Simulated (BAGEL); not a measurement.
# PH (SMILES [PH]): MRCI(6,5)/6-31G(d) (density fitting with cc-pvqz-jkfit, spherical functions)

What is the vertical ionisation energy of PH at MRCI(6,5)/6-31G* (density fitting with cc-pvqz-jkfit, spherical functions)? 

The results are computed with BAGEL 1.2.2.

2 further runs of the same task are left out: 2 set aside as unsound or not needed.

**1. Starting point**

PH has 2 atoms, charge 0, and is taken as a triplet. As SMILES, `[PH]`. The shape is that of a PBE0-D4/def2-TZVP optimisation.

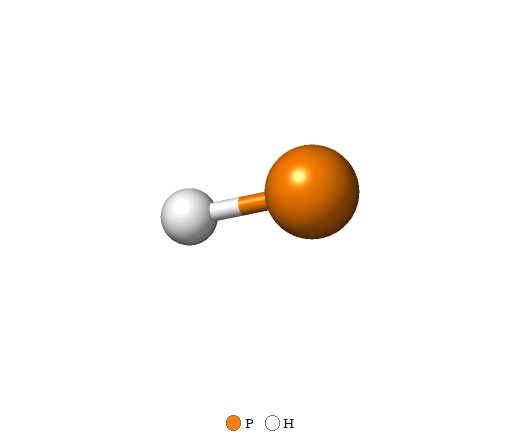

Viewed from a chosen angle; phosphorus orange, hydrogen white.

**2. The energy at MRCI(6,5)/6-31G(d) (density fitting with cc-pvqz-jkfit, spherical functions)**

File job.json:

```json
{ "bagel" : [

{
  "title" : "molecule",
  "basis" : "6-31gs.json",
  "df_basis" : "cc-pvqz-jkfit",
  "angstrom" : true,
  "geometry" : [
    { "atom" : "P", "xyz" : [       0.000000,       0.000000,      -0.014610 ] },
    { "atom" : "H", "xyz" : [       0.000000,       0.000000,       1.413680 ] }
  ]
},

{
  "title" : "hf"
},

{
  "title" : "casscf",
  "nstate" : 1,
  "nact" : 5,
  "nclosed" : 5,
  "nspin" : 2,
  "maxiter" : 200,
  "natocc" : true
},

{
  "title" : "print",
  "file" : "orbitals.molden",
  "orbitals" : true
},

{
  "title" : "smith",
  "method" : "mrci",
  "ncore" : 5
}

]}
```

The basis set 6-31G* is read from a file made from the Basis Set Exchange's data (not shown).

Launch:

```sh
BAGEL_NUM_THREADS=1 BAGEL job.json > job.out
```

Standard output:

```text
* using 1 threads per process

  ===============================================================
  ===============================================================

  *** Geometry ***

  { "atom" : "P", "xyz" : [      0.000000,      0.000000,     -0.027609 ] },
  { "atom" : "H", "xyz" : [      0.000000,      0.000000,      2.671468 ] },

  Number of auxiliary basis functions:      199

  Since a DF basis is specified, we compute 2- and 3-index integrals:
    o Being stored without compression. Storage requirement is 0.001 GB

  Number of basis functions:       20
  Number of electrons      :       16

    * METHOD: MOLECULE                             0.02

  *** RHF ***

  === Nuclear Repulsion ===
     5.5574555308

      * DIIS with orbital gradients will be used.

[... 6 lines left out ...]
    * SCF iteration converged.
[... 1 line left out ...]
    * Permanent dipole moment:
[... 22 lines left out ...]
    * Second-order optimization converged. *
[... 11 lines left out ...]
     * ci vector, state   0, <S^2> = 2.0000
       22aa.     0.9900309498
       2.aa2    -0.1111547008

    * METHOD: CASSCF                               0.24

    * METHOD: PRINT                                0.00

  === SMITH program ===

    * freezing 5 orbitals
    * XMS rotation is only appropriate for CASPT2, and will not be used with mrci

    * Approximate memory requirement for SMITH calulation per MPI process:
      o Storage requirement for T-amplitude, lambda, and residual is 0.00 GB
      o Storage requirement for MO integrals is 0.00 GB
    * Calculating and saving rdm4

    * Zeroth order energy : state  0       -2.7201720162

      ---- iteration ----

        0   0  -341.35021276     0.01353605      0.19
        1   0  -341.35169486     0.00235107      0.18
        2   0  -341.35174974     0.00051064      0.18
[... 4 lines of this table left out ...]
        7   0  -341.35175314     0.00000030      0.18

      -------------------

        0   0  -341.35484224     0.00000000      0.00

    * METHOD: SMITH                                1.51

  ===============================================================
```

It took 1.9 s on 1 thread of Arm Neoverse V2, shared host.

**3. The doublet cation**

File input.json:

```json
{ "bagel": [

{
  "title": "molecule",
  "basis": "6-31gs.json",
  "df_basis": "cc-pvqz-jkfit",
  "angstrom": true,
  "geometry": [
    { "atom": "P", "xyz": [    0.000000,    0.000000,   -0.014610 ] },
    { "atom": "H", "xyz": [    0.000000,    0.000000,    1.413680 ] }
  ]
},
{ "title": "hf", "charge": 2 },
{ "title": "casscf", "nstate": 1, "nact": 5, "nclosed": 5, "charge": 1, "nspin": 1, "maxiter": 200, "natocc": true },
{ "title": "print", "file": "orbitals.molden", "orbitals": true },
{ "title": "smith", "method": "mrci", "ncore": 5 }

]}
```

The basis set 6-31G* is read from a file made from the Basis Set Exchange's data (not shown).

Launch:

```sh
BAGEL_NUM_THREADS=1 BAGEL input.json > input.out
```

Standard output:

```text
* using 1 threads per process

  ===============================================================
  ===============================================================

  *** Geometry ***

  { "atom" : "P", "xyz" : [      0.000000,      0.000000,     -0.027609 ] },
  { "atom" : "H", "xyz" : [      0.000000,      0.000000,      2.671468 ] },

  Number of auxiliary basis functions:      199

  Since a DF basis is specified, we compute 2- and 3-index integrals:
    o Being stored without compression. Storage requirement is 0.001 GB

  Number of basis functions:       20
  Number of electrons      :       16

    * METHOD: MOLECULE                             0.02

  *** RHF ***

  === Nuclear Repulsion ===
     5.5574555308

      * DIIS with orbital gradients will be used.

[... 6 lines left out ...]
    * SCF iteration converged.
[... 1 line left out ...]
    * Permanent dipole moment:
[... 22 lines left out ...]
    * Second-order optimization converged. *
[... 11 lines left out ...]
     * ci vector, state   0, <S^2> = 0.7500
       22a..    -0.9785295896
       2.a2.    -0.1580553161
       .2a.2    -0.0746427481
       2.a.2    -0.0545969676

    * METHOD: CASSCF                               0.17

    * METHOD: PRINT                                0.00

  === SMITH program ===

    * freezing 5 orbitals
    * XMS rotation is only appropriate for CASPT2, and will not be used with mrci

    * Approximate memory requirement for SMITH calulation per MPI process:
      o Storage requirement for T-amplitude, lambda, and residual is 0.00 GB
      o Storage requirement for MO integrals is 0.00 GB
    * Calculating and saving rdm4

    * Zeroth order energy : state  0       -4.1092153395

      ---- iteration ----

        0   0  -340.99154913     0.01245061      0.19
        1   0  -340.99325800     0.00237126      0.19
        2   0  -340.99333494     0.00069981      0.19
[... 4 lines of this table left out ...]
        7   0  -340.99334206     0.00000058      0.19

      -------------------

        0   0  -340.99496045     0.00000000      0.00

    * METHOD: SMITH                                1.54

  ===============================================================
```

It took 1.9 s on 1 thread of Arm Neoverse V2, shared host.

**4. Outcome**

Level: MRCI(6,5)/6-31G* (density fitting with cc-pvqz-jkfit, spherical functions), 5 core orbitals frozen.

```
                                          quantity          value
                          triplet PH: total energy  -341.35175 Eh
                      doublet cation: total energy  -340.99334 Eh
vertical ionisation energy (to the doublet cation)       9.753 eV
```

What this shows: Removing an electron at fixed nuclei costs 9.75 eV (941 kJ/mol). With the Davidson correction the energy (triplet PH) is -341.35484 Eh. With the Davidson correction the energy (doublet cation) is -340.99496 Eh.
